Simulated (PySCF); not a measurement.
```xyz
25

C    -2.1436    1.7837   -0.7335
C    -2.0482    0.9104    0.5124
C    -1.1087   -0.2973    0.3428
C    -1.5572   -1.2142   -0.7955
C    -1.0435   -1.0827    1.6514
O     0.1607    0.2253    0.0226
Si    1.6389   -0.3584    0.1602
S     2.7599    1.0753   -0.9463
C     4.4081    0.3730   -0.6511
H    -2.6835    1.2773   -1.5295
H    -2.6697    2.7059   -0.4990
H    -1.1466    2.0334   -1.0874
H    -3.0384    0.5489    0.7948
H    -1.6585    1.5128    1.3357
H    -1.4470   -0.7027   -1.7469
H    -0.9371   -2.1072   -0.8127
H    -2.5950   -1.5064   -0.6623
H    -0.6591   -0.4490    2.4465
H    -2.0326   -1.4372    1.9278
H    -0.3795   -1.9363    1.5404
H     2.1348   -0.3882    1.5376
H     1.8425   -1.6793   -0.4400
H     4.6286    0.3921    0.4113
H     4.4447   -0.6455   -1.0239
H     5.1192    0.9904   -1.1889
```

Geometry: GFN2-xTB.

These are results of PBE0/pcSseg-1, SCF density, gas phase, non-relativistic in PySCF 2.14.0, not measurements.

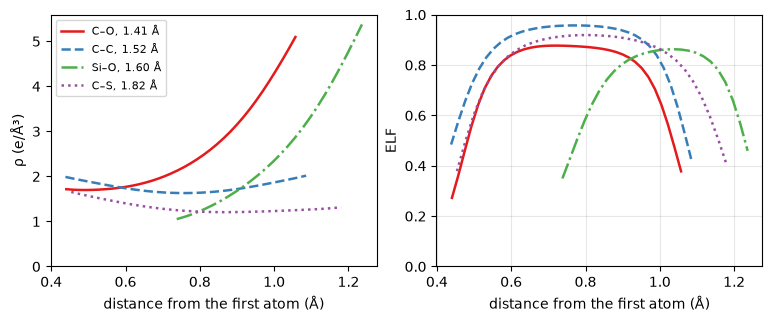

C6H16OSSi. Total electron density and ELF along straight lines between neighbouring atoms. The curves leave out the atomic cores.

**What kind of bonding do the profiles show?**

C–O (1.41 Å): ρ is about 2 e/Å³ halfway, with its minimum of 1.7 e/Å³ about 0.5 Å from C; the ELF peaks at about 0.90 between the atoms (a polar covalent bond).
C–C (1.52 Å): the density is about 1.6 e/Å³ at the midpoint; the ELF peaks at about 0.95 between the atoms, as expected for a shared electron pair.
Si–O (1.60 Å): ρ at the midpoint is about 1.2 e/Å³; the ELF peaks at about 0.85 between the atoms (a polar covalent bond).
C–S (1.82 Å): the density is about 1.2 e/Å³ at the midpoint; the ELF peaks at about 0.90 between the atoms (localised, covalent bonding).
